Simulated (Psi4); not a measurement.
**triplet GeSiH5Cl at 5 levels**

Wanted: a comparison of 5 runs (UB3LYP/def2-SVP, UBHLYP/def2-SVP, UM06-L/def2-SVP, UPBE0/def2-SVP, UTPSS/def2-SVP) of triplet GeSiH5Cl. 

The calculation is run with Psi4 1.11.

1 further run of the same task is left out (set aside as unsound or not needed). Runs told in other sessions of the task aren't counted.

### Step 1. The molecule

GeSiH5Cl has 8 atoms, charge 0, and is taken as a triplet. As SMILES of the parent species, `[SiH3][GeH2][Cl]`. The shape is that of a PBE0-D4/def2-TZVP optimisation. That shape belongs to the parent species and isn't relaxed for this state.

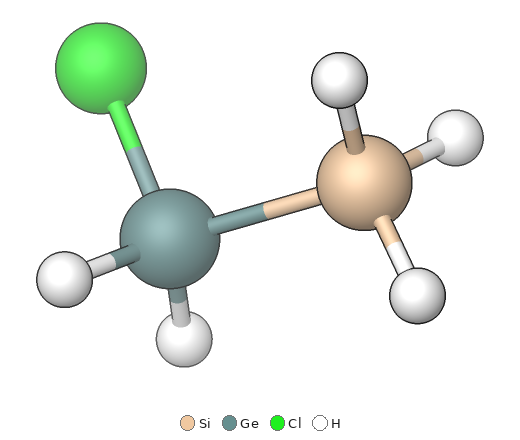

Viewed from a chosen angle; silicon light orange, germanium teal, chlorine green, hydrogen white.

### Step 2. The energy at UB3LYP/def2-SVP (run 1)

File input.json:

```json
{
  "schema_name": "qcschema_input",
  "schema_version": 1,
  "molecule": {
    "schema_name": "qcschema_molecule",
    "schema_version": 2,
    "symbols": ["Si", "Ge", "Cl", "H", "H", "H", "H", "H"],
    "geometry": [-1.63196748, 1.56337042, -0.57164215, 1.3951848, -1.66673844, 0.22374357, 3.70972136, -0.34714269, 3.33763428, -3.29738311, 0.78650401, -2.6972061, -0.28308097, 3.9281737, -1.24514054, -3.1719053, 1.95700037, 1.73892598, 3.21839256, -2.1452171, -1.9864801, 0.23545988, -4.18366467, 1.09452937],
    "molecular_charge": 0,
    "molecular_multiplicity": 3,
    "fix_symmetry": "c1"
  },
  "driver": "energy",
  "model": {
    "method": "b3lyp",
    "basis": "def2-SVP"
  },
  "keywords": {
    "reference": "uks",
    "puream": true,
    "e_convergence": 1e-09,
    "d_convergence": 1e-08,
    "scf_type": "pk",
    "dft_radial_points": 99,
    "dft_spherical_points": 590,
    "maxiter": 100
  }
}
```

Launch:

```sh
$ psi4 --qcschema input.json -n 1 --memory 2200MB
```

stdout:

```text
[...]
  Running in c1 symmetry.
[...]
  Nuclear repulsion =  338.365643360099853
[...]
  Multiplicity = 3
[...]
  Nalpha       = 35
  Nbeta        = 33
[...]
    Number of basis functions: 93
[...]
   @UKS iter   1: -2827.50212424732672   -1.66635e+00   2.64737e-02 DIIS/ADIIS
[...]
   @UKS iter  17: -2829.11102132614496   -6.82121e-12   5.73213e-09 DIIS
[...]
   @S^2 Observed:                2.003132343E+00
[...]
    Orbital Energies [Eh]
    ---------------------
    Alpha Occupied:
       1A   -398.713068     2A   -101.507883     3A    -66.151588
       4A    -49.780910     5A    -44.315981     6A    -44.314545
       7A    -44.313748     8A     -9.463926     9A     -7.232334
      10A     -7.226974    11A     -7.221612    12A     -6.231636
      13A     -5.320207    14A     -4.408622    15A     -4.404300
      16A     -4.402111    17A     -3.685808    18A     -3.680347
      19A     -3.679753    20A     -1.231119    21A     -1.230580
      22A     -1.227574    23A     -1.224936    24A     -1.224052
      25A     -0.835096    26A     -0.600838    27A     -0.529876
      28A     -0.398963    29A     -0.390458    30A     -0.373079
      31A     -0.369748    32A     -0.366876    33A     -0.320343
      34A     -0.319153    35A     -0.084043
[...]
  @UKS Final Energy: -2829.11102132614496
   => Energetics <=
    Nuclear Repulsion Energy =            338.3656433600998525
    One-Electron Energy =               -4608.1137639266007682
    Two-Electron Energy =                1545.3616549835030582
    DFT Exchange-Correlation Energy =    -104.7245557431475760
    Empirical Dispersion Energy =           0.0000000000000000
    VV10 Nonlocal Energy =                  0.0000000000000000
    Total Energy =                      -2829.1110213261449644
  UHF NO Occupations:
  HONO-2 :   33  A 1.9992206
  HONO-1 :   34  A 1.0000000
[...]
 Multipole Moments:
 ------------------------------------------------------------------------------------
     Multipole            Electronic (a.u.)      Nuclear  (a.u.)        Total (a.u.)
 ------------------------------------------------------------------------------------
 L = 1.  Multiply by 2.5417464519 to convert [e a0] to [Debye]
 Dipole X            :          6.2830170           -6.5467643           -0.2637473
 Dipole Y            :         -6.5132944            6.7251019            0.2118075
 Dipole Z            :          1.7784689           -1.8936689           -0.1152000
 Magnitude           :                                                    0.3573459
[...]
```

The result, in JSON:

```text
{
 "driver": "energy",
 "model": {
  "method": "b3lyp",
  "basis": "def2-SVP"
 },
 "success": true,
 "return_result": -2829.111021326145,
 "properties": {
  "calcinfo_nbasis": 93,
  "calcinfo_nmo": 93,
  "calcinfo_nalpha": 35,
  "calcinfo_nbeta": 33,
  "calcinfo_natom": 8,
  "nuclear_repulsion_energy": 338.36564336009985,
  "return_energy": -2829.111021326145,
  "scf_one_electron_energy": -4608.113763926601,
  "scf_two_electron_energy": 1545.361654983503,
  "scf_xc_energy": -104.72455574314758,
  "scf_dipole_moment": [-0.2637473194542457, 0.2118075405750961, -0.11520002016342112],
  "scf_total_energy": -2829.111021326145,
  "scf_iterations": 17
 }
}
```

It took 52 s on 1 thread of AMD EPYC 7R43 (Zen 3), shared host; peak memory 1.2 GiB.

### Step 3. The energy at UBHLYP/def2-SVP (run 2)

File clgeh5si.xyz:

```xyz
8
ClGeH5Si
Si    -0.863600     0.827300    -0.302500
Ge     0.738300    -0.882000     0.118400
Cl     1.963100    -0.183700     1.766200
H     -1.744900     0.416200    -1.427300
H     -0.149800     2.078700    -0.658900
H     -1.678500     1.035600     0.920200
H      1.703100    -1.135200    -1.051200
H      0.124600    -2.213900     0.579200
```

File clgeh5si.py:

```python
import psi4

psi4.set_memory('2200 MB')
psi4.set_num_threads(1)
psi4.set_output_file('clgeh5si.out', False)

with open('clgeh5si.xyz') as f:
    atoms = ''.join(f.readlines()[2:])
geom = psi4.geometry('0 3\n' + atoms + 'symmetry c1\nno_reorient\nno_com')

psi4.set_options({
    'reference': 'uks',
    'puream': True,
    'e_convergence': 1e-09,
    'd_convergence': 1e-08,
    'scf_type': 'pk',
    'dft_radial_points': 99,
    'dft_spherical_points': 590,
    'maxiter': 100,
})

result = psi4.energy("bhhlyp/def2-SVP")
print(f'total energy {result:.8f} hartree = {result * 27.211386:.5f} eV')
```

Launch:

```sh
$ python clgeh5si.py
```

clgeh5si.out:

```text
[...]
  Running in c1 symmetry.
[...]
  Nuclear repulsion =  338.365643184902012
[...]
  Multiplicity = 3
[...]
  Nalpha       = 35
  Nbeta        = 33
[...]
    Number of basis functions: 93
[...]
   @UKS iter   1: -2827.57362554688007   -2.18192e+00   2.50707e-02 DIIS/ADIIS
[...]
   @UKS iter  19: -2828.99059753796428   -1.90994e-11   7.92455e-09 DIIS
[...]
   @S^2 Observed:                2.007347099E+00
[...]
    Orbital Energies [Eh]
    ---------------------
    Alpha Occupied:
       1A   -401.202531     2A   -102.770904     3A    -67.176187
       4A    -50.681959     5A    -45.052519     6A    -45.050845
       7A    -45.049775     8A     -9.886746     9A     -7.546449
      10A     -7.539879    11A     -7.534942    12A     -6.606642
      13A     -5.653792    14A     -4.709704    15A     -4.704875
      16A     -4.702294    17A     -3.924827    18A     -3.918956
      19A     -3.918438    20A     -1.400258    21A     -1.398969
      22A     -1.395237    23A     -1.392508    24A     -1.391290
      25A     -0.948555    26A     -0.684623    27A     -0.602789
      28A     -0.463527    29A     -0.450080    30A     -0.433860
      31A     -0.430561    32A     -0.425546    33A     -0.375142
      34A     -0.374463    35A     -0.115303
[...]
  @UKS Final Energy: -2828.99059753796428
   => Energetics <=
    Nuclear Repulsion Energy =            338.3656431849020123
    One-Electron Energy =               -4608.5186481660111895
    Two-Electron Energy =                1507.6919038018463652
    DFT Exchange-Correlation Energy =     -66.5294963587021897
    Empirical Dispersion Energy =           0.0000000000000000
    VV10 Nonlocal Energy =                  0.0000000000000000
    Total Energy =                      -2828.9905975379647316
  UHF NO Occupations:
  HONO-2 :   33  A 1.9979457
  HONO-1 :   34  A 1.0000000
[...]
 Multipole Moments:
 ------------------------------------------------------------------------------------
     Multipole            Electronic (a.u.)      Nuclear  (a.u.)        Total (a.u.)
 ------------------------------------------------------------------------------------
 L = 1.  Multiply by 2.5417464519 to convert [e a0] to [Debye]
 Dipole X            :        -81.9169697           81.5651149           -0.3518548
 Dipole Y            :         37.2581298          -37.0070736            0.2510561
 Dipole Z            :        -52.9757448           52.8012156           -0.1745292
 Magnitude           :                                                    0.4661453
[...]
```

On the terminal:

```text
total energy -2828.99059754 hartree = -76980.75514 eV
```

Wall time 49 s (1 thread of AMD EPYC 7R43 (Zen 3), shared host); peak memory 1.2 GiB.

### Step 4. Energy and forces at UM06-L/def2-SVP (run 3)

File job.inp:

```
memory 2200 mb

molecule {
  0 3
  Si    -0.863600     0.827300    -0.302500
  Ge     0.738300    -0.882000     0.118400
  Cl     1.963100    -0.183700     1.766200
  H     -1.744900     0.416200    -1.427300
  H     -0.149800     2.078700    -0.658900
  H     -1.678500     1.035600     0.920200
  H      1.703100    -1.135200    -1.051200
  H      0.124600    -2.213900     0.579200
  symmetry c1
}

set {
  basis def2-SVP
  reference uks
  puream true
  e_convergence 1e-09
  d_convergence 1e-08
  scf_type pk
  dft_radial_points 99
  dft_spherical_points 590
  maxiter 100
}

e_tot, wfn = gradient('m06-l', return_wfn=True)
oeprop(wfn, 'LOWDIN_CHARGES', 'QUADRUPOLE', 'DIPOLE', title='M06-L')
```

Launch:

```sh
$ psi4 job.inp job.out -n 1
```

job.out:

```text
[...]
  Running in c1 symmetry.
[...]
  Nuclear repulsion =  338.365643184902012
[...]
  Multiplicity = 3
[...]
  Nalpha       = 35
  Nbeta        = 33
[...]
    Number of basis functions: 93
[...]
   @UKS iter   1: -2827.26001876147529   -1.44349e+00   2.71304e-02 DIIS/ADIIS
[...]
   @UKS iter  17: -2828.97620550583588   -2.72848e-12   4.85584e-09 DIIS
[...]
   @S^2 Observed:                2.003242104E+00
[...]
  @UKS Final Energy: -2828.97620550583588
   => Energetics <=
    Nuclear Repulsion Energy =            338.3656431849020123
    One-Electron Energy =               -4608.5449412136722458
    Two-Electron Energy =                1571.2617216472190194
    DFT Exchange-Correlation Energy =    -130.0586291242848063
    Empirical Dispersion Energy =           0.0000000000000000
    VV10 Nonlocal Energy =                  0.0000000000000000
    Total Energy =                      -2828.9762055058358783
  UHF NO Occupations:
  HONO-2 :   33  A 1.9995224
  HONO-1 :   34  A 1.0000000
[...]
  -Total Gradient:
     Atom            X                  Y                   Z
    ------   -----------------  -----------------  -----------------
       1        0.006994263055     0.002851742994     0.008694328690
       2        0.021094611392     0.031039500595     0.040959195329
       3       -0.043927350232    -0.020218075936    -0.055908071853
       4        0.010512029957    -0.006596471327     0.005802872845
       5       -0.005803408479     0.000590280716     0.003047087766
       6        0.000958445707     0.005195995078    -0.003937495522
       7        0.002282471899    -0.008312555679     0.003501547217
       8        0.007821805167    -0.004532612871    -0.002211608800
[...]
 Multipole Moments:
 ------------------------------------------------------------------------------------
     Multipole            Electronic (a.u.)      Nuclear  (a.u.)        Total (a.u.)
 ------------------------------------------------------------------------------------
 L = 1.  Multiply by 2.5417464519 to convert [e a0] to [Debye]
 Dipole X            :          6.2233384           -6.5467643           -0.3234260
 Dipole Y            :         -6.5847099            6.7251019            0.1403920
 Dipole Z            :          1.6734591           -1.8936689           -0.2202098
 Magnitude           :                                                    0.4157002
 L = 2.  Multiply by 1.3450342976 to convert [e a0^2] to [Debye ang]
 Quadrupole XX       :       -302.4871147          267.7516510          -34.7354637
 Quadrupole XY       :        104.2274799         -106.0848956           -1.8574157
[...]
```

Wall time 2.3 min (1 thread of AMD EPYC 7R43 (Zen 3), shared host); peak memory 1.1 GiB.

Run 4 isn't shown in full; the table further down has it.

### Step 5. The energy at UTPSS/def2-SVP (run 5)

File calc.py:

```python
import psi4

psi4.set_memory('2200 MB')
psi4.set_num_threads(1)
psi4.set_output_file('clgeh5si.out', False)

molecule = psi4.geometry("""
0 3
Si    -0.863600     0.827300    -0.302500
Ge     0.738300    -0.882000     0.118400
Cl     1.963100    -0.183700     1.766200
H     -1.744900     0.416200    -1.427300
H     -0.149800     2.078700    -0.658900
H     -1.678500     1.035600     0.920200
H      1.703100    -1.135200    -1.051200
H      0.124600    -2.213900     0.579200
symmetry c1
no_reorient
no_com
""")

psi4.set_options({
    'basis': 'def2-SVP',
    'reference': 'uks',
    'puream': True,
    'e_convergence': 1e-09,
    'd_convergence': 1e-08,
    'scf_type': 'pk',
    'dft_radial_points': 99,
    'dft_spherical_points': 590,
    'maxiter': 100,
})

e_tot, wfn = psi4.energy('tpss', return_wfn=True)
psi4.oeprop(wfn, 'DIPOLE', 'QUADRUPOLE', 'LOWDIN_CHARGES')
print(f'total energy {e_tot:.8f} hartree = {e_tot * 27.211386:.5f} eV')
```

Launch:

```sh
$ python calc.py
```

clgeh5si.out:

```text
[...]
  Running in c1 symmetry.
[...]
  Nuclear repulsion =  338.365643184902012
[...]
  Multiplicity = 3
[...]
  Nalpha       = 35
  Nbeta        = 33
[...]
    Number of basis functions: 93
[...]
   @UKS iter   1: -2827.33479091034405   -1.32399e+00   2.72879e-02 ADIIS/DIIS
[...]
   @UKS iter  16: -2829.06898662619096   -6.82121e-12   8.45088e-09 DIIS
[...]
   @S^2 Observed:                2.002416563E+00
[...]
  @UKS Final Energy: -2829.06898662619096
   => Energetics <=
    Nuclear Repulsion Energy =            338.3656431849020123
    One-Electron Energy =               -4607.5355330207785300
    Two-Electron Energy =                1570.1492274965366960
    DFT Exchange-Correlation Energy =    -130.0483242868515390
    Empirical Dispersion Energy =           0.0000000000000000
    VV10 Nonlocal Energy =                  0.0000000000000000
    Total Energy =                      -2829.0689866261909629
  UHF NO Occupations:
  HONO-2 :   33  A 1.9995949
  HONO-1 :   34  A 1.0000000
[...]
 Multipole Moments:
 ------------------------------------------------------------------------------------
     Multipole            Electronic (a.u.)      Nuclear  (a.u.)        Total (a.u.)
 ------------------------------------------------------------------------------------
 L = 1.  Multiply by 2.5417464519 to convert [e a0] to [Debye]
 Dipole X            :        -81.8175263           81.5651149           -0.2524114
 Dipole Y            :         37.1916133          -37.0070736            0.1845397
 Dipole Z            :        -52.9234804           52.8012156           -0.1222648
 Magnitude           :                                                    0.3357307
 L = 2.  Multiply by 1.3450342976 to convert [e a0^2] to [Debye ang]
 Quadrupole XX       :       -400.1623512          364.9576488          -35.2047024
 Quadrupole XY       :        148.5097464         -149.8269332           -1.3171868
[...]
```

Standard output:

```text
total energy -2829.06898663 hartree = -76982.88822 eV
```

Wall time 2.5 min (1 thread of AMD EPYC 7R43 (Zen 3), shared host); peak memory 1.1 GiB.

### Step 6. All runs side by side

```csv
run,level,task,energy (Eh),dipole moment (D),HOMO energy (eV),⟨S²⟩,wall time
1,UB3LYP/def2-SVP,energy,-2829.111021,0.91,-2.29,2.003,52 s
2,UBHLYP/def2-SVP,energy,-2828.990598,1.18,-3.14,2.007,49 s
3,UM06-L/def2-SVP,gradient,-2828.976206,1.06,-1.74,2.003,2.3 min
4,UPBE0/def2-SVP,energy,-2828.488898,1.07,-2.59,2.004,51 s
5,UTPSS/def2-SVP,energy,-2829.068987,0.85,-1.82,2.002,2.5 min
```

### Step 7. Results

| quantity | value |
| --- | --- |
| run 5: total energy | -2829.06899 Eh |
| run 5: dipole moment | 0.85 D |
| run 5: HOMO energy (highest over α and β) | -1.82 eV |
| run 5: ⟨S²⟩ | 2.002 |

The dipole moment (its size) runs from 0.85 D (UTPSS/def2-SVP) to 1.18 D (UBHLYP/def2-SVP). Totals of different functionals can't be ranked against each other. All runs together took 7.4 min, the longest 2.5 min.
